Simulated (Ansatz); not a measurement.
# How aqueous Li+ and Br- changes with salt concentration

How do pressure, forces, levels, charges and cost change as salt is added?

Computed with Ansatz 0.2.0: Kohn-Sham DFT, PBE+D3(BJ), PAW (set soft_2). Every run is a single point, with the atoms held where the recipe put them (cutoff of the plane-wave runs 420 eV, fixed occupations).

First member: 67 H2O, 1 Li+, 1 Br- placed at random, at 1.05 g/cm³; overlaps pushed apart, then 10 ps at 420 K with Joung-Cheatham ions (J. Phys. Chem. B 112, 9020 (2008)); SPC/E water (Berendsen, Grigera and Straatsma, J. Phys. Chem. 91, 6269 (1987)). Snapshot after 20 ps at 280 K and fixed volume.

Last member: 63 H2O, 7 Li+, 7 Br- placed at random, at 1.33 g/cm³; overlaps pushed apart, then 10 ps at 420 K with Joung-Cheatham ions (J. Phys. Chem. B 112, 9020 (2008)); SPC/E water (Berendsen, Grigera and Straatsma, J. Phys. Chem. 91, 6269 (1987)). Snapshot after 20 ps at 280 K and fixed volume.

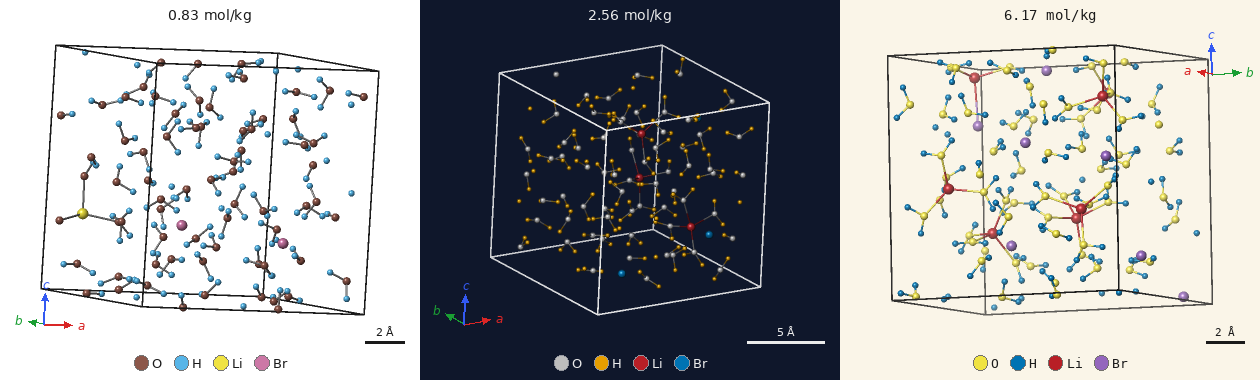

Three members of the series, labelled by salt concentration. Bonds to atoms that aren't drawn are left out. Some periodic images of atoms are drawn too.

The members:

```csv
salt concentration (mol/kg),reduced formula,atoms,valence electrons,k-mesh,basis,density (g/cm³)
0.83,LiH134BrO67,203,546,1×1×1,plane waves,1.05
1.68,LiH66BrO33,202,548,1×1×1,plane waves,1.10
2.56,Li3H130Br3O65,201,550,1×1×1,plane waves,1.15
4.34,Li5H128Br5O64,202,562,1×1×1,plane waves,1.24
6.17,LiH18BrO9,203,574,1×1×1,plane waves,1.33
```

Each cell is one sample from a classical run, so sample-to-sample scatter enters every column; pressures lack the kinetic term, and hold the strain of bonds inside molecules, whose lengths the classical model set.

The input of the first member, without its atom lines; other members have their own cell and atoms, and may differ in mesh, basis and outputs:

```yaml
crystal:
  lattice:
    - [12.70351, 0.0, 0.0]
    - [0.0, 12.70351, 0.0]
    - [0.0, 0.0, 12.70351]
  atoms:
    [... 203 lines ...]
kpoints:
  mp_grid: { grid: [1, 1, 1] }
hamiltonian:
  xc: pbe
  dispersion: d3bj
scf:
  occupations: { method: fixed }
output:
  forces: true
  stress: true
  populations: true
  dos:
    method: { smearing: { sigma: 0.15 } }
    de: 0.1
    projected: { site_lists: { Br: [Br], H: [H], Li: [Li], O: [O] } }
  eigenvalues: true
  write_density: true
  write_potential: true
  volumetric_format: npy
```

Results; charges are mean Löwdin charges in e:

```csv
salt concentration (mol/kg),pressure (GPa),r.m.s. force (eV/Å),gap (eV),q(Br),q(Li),q(O)
0.83,-2.23,0.480,4.07,-0.53,+0.78,-0.69
1.68,-2.16,0.543,3.29,-0.42,+0.78,-0.69
2.56,-2.50,0.512,3.24,-0.49,+0.78,-0.69
4.34,-2.14,0.504,3.66,-0.46,+0.76,-0.70
6.17,-2.39,0.513,3.88,-0.49,+0.76,-0.70
```

The gap is that between the highest filled and lowest empty Kohn-Sham level on the run's k-points, and semilocal functionals tend to put gaps under measured ones. The projection misses up to 0.029 e an atom, so the charges add up to more than the cell's charge. Each mean runs over all atoms of an element, whatever their surroundings.

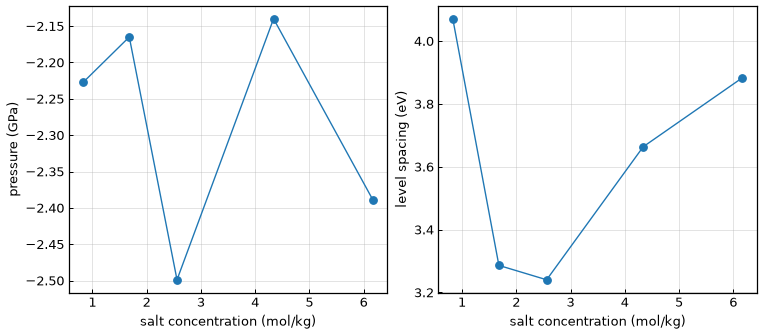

Results against salt concentration.

Cost on 8 threads of Arm Neoverse V2, shared host:

```csv
salt concentration (mol/kg),atoms,basis,k-mesh,SCF cycles,time,host memory (GiB),Δ force from the first basis (meV/Å)
0.83,203,plane waves,1×1×1,9,21 s,2.9,-
0.83,203,support functions,1×1×1,12,71 s,4.8,12
1.68,202,plane waves,1×1×1,9,22 s,3.0,-
1.68,202,support functions,1×1×1,12,71 s,4.8,12
2.56,201,plane waves,1×1×1,9,22 s,3.0,-
2.56,201,support functions,1×1×1,12,67 s,4.7,12
4.34,202,plane waves,1×1×1,9,22 s,3.0,-
4.34,202,support functions,1×1×1,12,69 s,4.8,12
6.17,203,plane waves,1×1×1,9,23 s,3.1,-
6.17,203,support functions,1×1×1,12,70 s,4.9,12
```

The force difference holds the basis error of the plane-wave run too, whose cutoff is lower than the one behind the functions' grid. Times include the outputs that each run asked for, on hosts shared with other jobs.

**Reading.** The gap is lowest at 2.56 mol/kg (3.24 eV) and highest at 0.83 mol/kg (4.07 eV), with no steady trend; in single samples it varies with the configuration. The pressure is lowest at 2.56 mol/kg (-2.5 GPa) and highest at 4.34 mol/kg (-2.1 GPa), with no steady trend; the recipes set unlike densities, and the bond lengths of the classical model enter the pressure too. Support functions take 3.1 to 3.4 times the wall time of plane waves (the times hold unlike extra outputs; shared hosts, so rough).

Caveats: The network of contacts between molecules at the start is that of the classical potential that made the cell, and needn't be the one that DFT or experiment would give.

[Logs are printed without paths, hosts, clocks, repeated set-up lines and the standing remarks that a program may print on its own settings, such as how far it seeks lower states.]

[Hosts, paths, dates, database ids (printed as entryN), source tags and the programs' standing remarks are cut or masked in the printed files.]
